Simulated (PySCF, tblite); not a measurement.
# C₄H₁₀BNO₂: geometry, infrared bands and NMR shifts

Wanted: the infrared bands and NMR shifts of C₄H₁₀BNO₂ (`C#C[B@@-](O)([NH2+]C)OC`), by calculation.

Computed with tblite 0.8.0 and PySCF 2.14.0, with density-fitted response routines of our own, on a single molecule in the gas phase. Atoms count from 0, in the outputs and in this text.

**1. The molecule as given**

18 atoms, charge 0, multiplicity 1; geometry from: force field or distance geometry start.

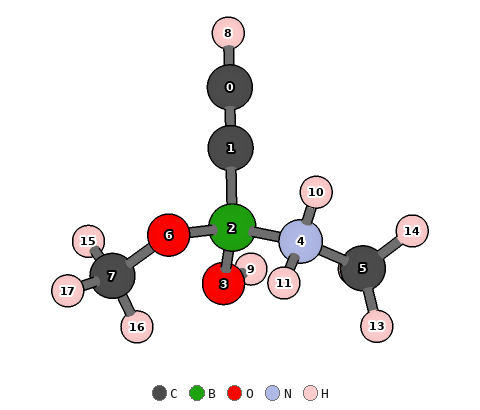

As it starts; carbon dark grey, boron green, oxygen red, nitrogen light blue, hydrogen pink, atoms numbered.

**2. Geometry optimisation with GFN2-xTB**

The job: settings as JSON, then the geometry in Å.

```
{"job": {"kind": "relax", "xc": "GFN2-xTB", "basis": "xTB"}, "charge": 0, "multiplicity": 1}
C     -1.183100     2.606900    -0.356700
C     -0.766100     1.494000    -0.278300
B     -0.208600     0.041200    -0.175500
O     -0.298700    -0.621700    -1.488300
N      1.192500    -0.016500     0.408200
C      2.215700     0.133100    -0.598900
O     -1.052400    -0.716800     0.765200
C     -1.924400    -1.541900     0.063300
H     -1.572800     3.598900    -0.438500
H     -0.077500     0.000900    -2.208200
H      1.302900     0.746100     1.098400
H      1.261500    -0.983300     0.836300
H      1.848600     0.372400    -1.597700
H      2.813500    -0.820800    -0.652700
H      2.909100     0.967500    -0.255900
H     -2.671100    -0.898700    -0.440700
H     -1.347100    -2.100700    -0.701800
H     -2.450700    -2.254400     0.745200
```

The run is started by

```sh
$ OMP_NUM_THREADS=1 python probes_run.py task.json out
```

One launch serves the whole session: the jobs run in the order shown.

**Question.** This job is followed by: GFN2-xTB harmonic vibrations, gas phase; GIAO PBE0/pcSseg-1 NMR shielding, non-relativistic, gas phase. Predict these results of the whole session: strongest single infrared mode (GFN2-xTB); zero-point energy (GFN2-xTB); ¹³C shifts against TMS (PBE0/pcSseg-1); ¹H shifts against TMS (PBE0/pcSseg-1); ¹¹B shifts against BF3·OEt2 (PBE0/pcSseg-1); ¹⁷O shifts against H2O (PBE0/pcSseg-1); ¹⁵N shifts against NH3 (PBE0/pcSseg-1).

As calculated:

| quantity | value |
| --- | --- |
| strongest single infrared mode (GFN2-xTB) | 1279 cm⁻¹, 459 km/mol |
| zero-point energy (GFN2-xTB) | 88.3 kcal/mol |
| ¹³C shifts against TMS (PBE0/pcSseg-1) | 96.0, 88.6, 53.5, 34.0 ppm |
| ¹H shifts against TMS (PBE0/pcSseg-1) | 4.73, 4.07, 3.81, 3.76, 2.87, 2.55, 2.46, 1.85, 0.38, -0.04 ppm |
| ¹¹B shifts against BF3·OEt2 (PBE0/pcSseg-1) | 18.3 ppm |
| ¹⁷O shifts against H2O (PBE0/pcSseg-1) | 137.1, 110.3 ppm |
| ¹⁵N shifts against NH3 (PBE0/pcSseg-1) | 21.3 ppm |

In words: Over 198 steps the energy fell by 1.250 eV; of the close pairs, B2–N4 changed most, 1.519 to 3.527 Å. The lowest mode is imaginary (44i cm⁻¹), so the xTB geometry is not a minimum. The strongest single mode, at 1279 cm⁻¹, moves mainly B2. Unscaled tight-binding wavenumbers are off by several per cent, some by more. Its intensities can rank the bands wrongly. The structure rearranged or came apart on optimisation; the results belong to the end geometry, not to the formula as drawn. Shifts at one fixed geometry are not the observed spectrum, which averages over the motion. At PBE0/pcSseg-1: Shielding is most anisotropic at C1 (span 292 ppm, paramagnetic term -163 ppm).
